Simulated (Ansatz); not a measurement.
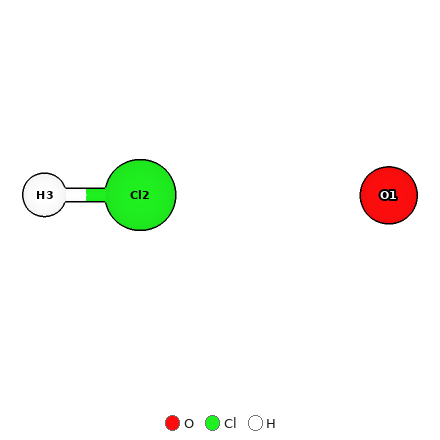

The system is O + ClH, spin multiplicity 3; the picture shows the reference structure. 
- Coordinates scanned: (1) distance O1–Cl2; (2) distance Cl2–H3.
- Nothing is relaxed (the angle O1–Cl2–H3 is fixed at 180 degrees).
- The grid has 17 × 17 points. At 77 points there is no value.
- Energies: kJ/mol, counted from the lowest grid point.
- In part of the range the unrestricted reference is strongly spin-contaminated.
- Level of theory: UKS PBE0-D4/def2-SVPD (Ansatz).

Its coordinates:

```xyz
3

O    -3.3440    0.0000    0.0000
Cl    0.0000    0.0000    0.0000
H     1.2910    0.0000    0.0000
```

Range: distance O1–Cl2 from 1.344 to 3.344 Å; distance Cl2–H3 from 1.064 to 3.064 Å.

**What landscape does the calculation give?**

The lowest grid point is at distance O1–Cl2 = 3.344 Å, distance Cl2–H3 = 1.291 Å. It lies on the edge of the grid, but the force there points inwards, so the minimum lies inside the range. The highest grid point, distance O1–Cl2 = 1.344 Å, distance Cl2–H3 = 1.064 Å, lies 719 kJ/mol above the lowest.

```csv
"distance Cl2–H3 ↓, distance O1–Cl2 →",1.344,1.478,1.674,1.903,2.156,2.430,2.720,3.025,3.344
2.903,–,–,–,–,349,389,402,410,415
2.591,–,–,–,–,336,373,384,391,396
2.293,–,–,–,–,310,337,347,352,355
2.011,–,–,–,–,261,270,270,271,272
1.747,–,–,–,–,178,165,157,155,156
1.505,422,265,181,129,86,63,54,50,50
1.291,494,318,192,103,44,15,4,1,0
1.118,639,445,290,179,111,78,67,63,62
```

The table holds every second grid line.

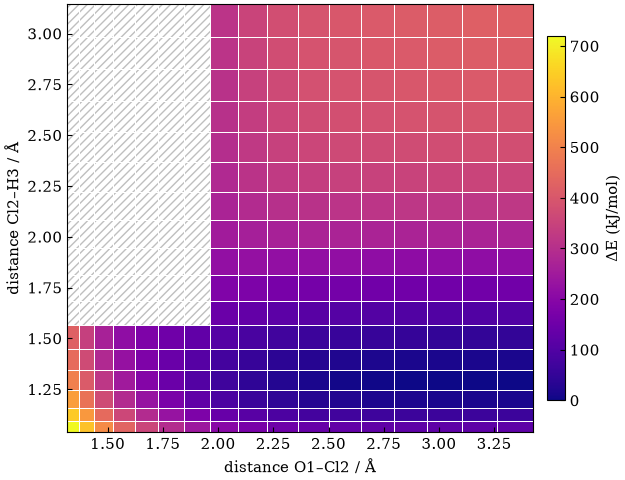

In the figure: one coloured cell a grid point, hatched blanks where no value was computed.

Each point was launched as `ansatz run input.yaml --threads 1 --pin off --max-ram 2560MiB --backend cpu --events-out ev --progress --plain --runs-dir out`. Time for the 212 points that were run: 21 min on 1 thread of Arm Neoverse V2, on a shared host.
